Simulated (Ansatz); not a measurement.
**C$_{2}$H$_{7}$BOSi (SMILES B1CC[SiH2]O1): density, localisation and related maps**

```
atom    x (Å)    y (Å)    z (Å)
   C   0.6125   0.2231   0.0385
   C  -0.2819  -0.8460   0.7322
   B   1.1258  -0.3424  -1.3578
   O   0.9212  -1.6795  -1.5705
  Si   0.1273  -2.4302  -0.2315
   H   1.7084   0.3009  -2.2149
   H   0.1123   1.2103  -0.0570
   H   1.5272   0.4316   0.6424
   H  -0.1163  -0.9279   1.8250
   H  -1.3579  -0.6120   0.5916
   H  -1.0444  -3.2196  -0.7405
   H   1.0986  -3.3637   0.4358
```

Geometry: PBE-D3(BJ)/def2-SVP.

The calculation used isolated molecule in a Gaussian basis; Kohn-Sham density functional theory, functional PBE0 in Ansatz.

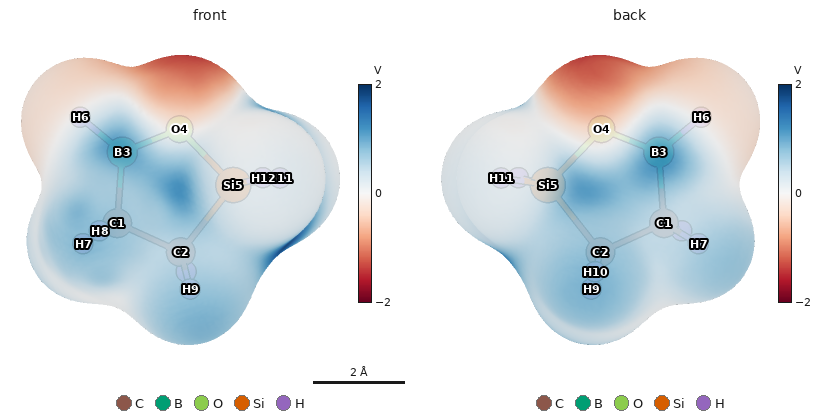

Figure 1. The molecular electrostatic potential painted on the density surface at 0.002 e/bohr³, seen from the front and from behind; red is negative and blue positive.

Question: Where is the surface potential most negative and most positive?

Answer: The most negative region (about −1.3 V) lies over O4, the most positive (about +1.6 V) over Si5. O4 is the likeliest acceptor of a hydrogen bond.

Question: What dipole moment does the calculation give?

Answer: Its dipole moment is 1.96 D.

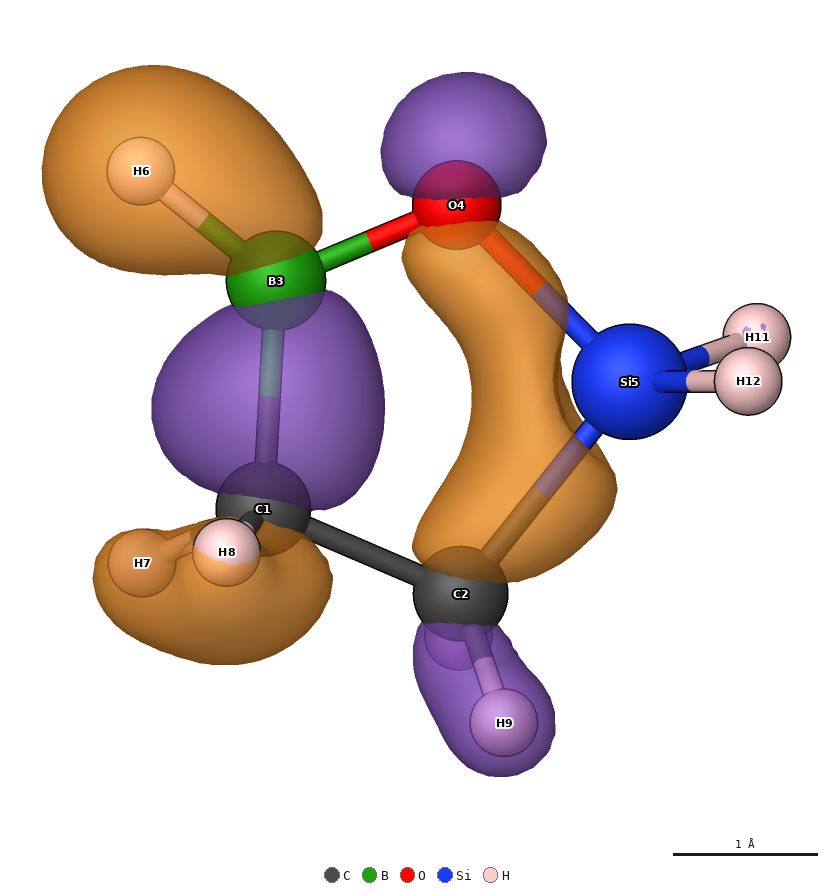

Figure 2. The HOMO at ±0.15 Å⁻³ᐟ² (orange and purple are the two phases), seen across its widest extent.

Question: Where does this orbital lie, and at what energy?

Answer: By Hirshfeld shares it lies mainly on C1 (about 25 %), B3 (about 20 %), H6 (about 15 %), O4 (about 10 %), Si5 (about 10 %) and C2 (about 10 %). Its energy is −8.22 eV.

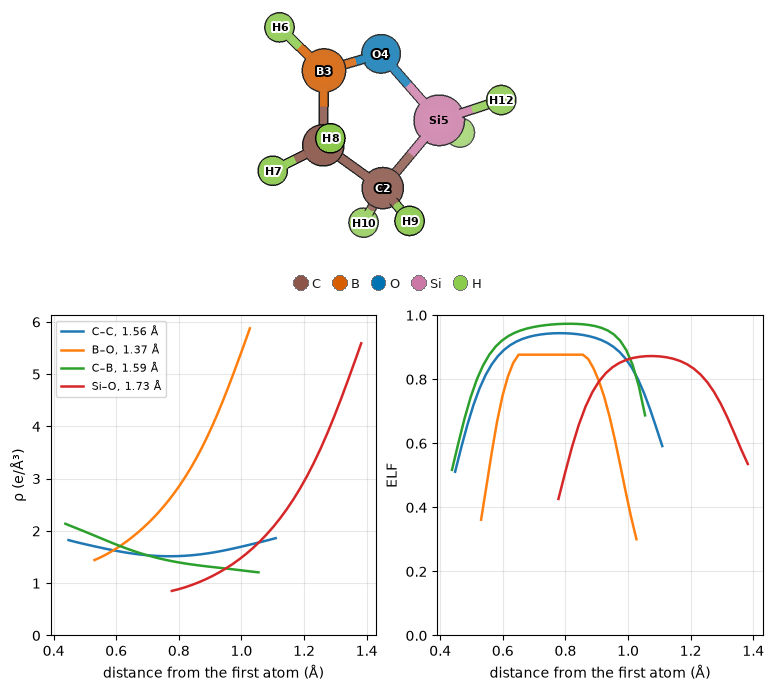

Figure 3. Total electron density and ELF along straight lines between neighbouring atoms. The curves leave out the atomic cores. The structure is drawn too.

Question: What kind of bonding do the profiles show?

Answer: C–C (1.56 Å): ρ is about 1.5 e/Å³ halfway; the ELF peaks at about 0.95 between the atoms: a covalent bond.
B–O (1.37 Å): ρ is about 2.1 e/Å³ halfway; the ELF peaks at about 0.90 between the atoms, as expected for a short, strongly polar bond.
C–B (1.59 Å): ρ is about 1.4 e/Å³ halfway; the ELF peaks at about 1 between the atoms (a shared electron pair).
Si–O (1.73 Å): ρ at the midpoint is about 1 e/Å³; the ELF peaks at about 0.85 between the atoms (a polar covalent bond).
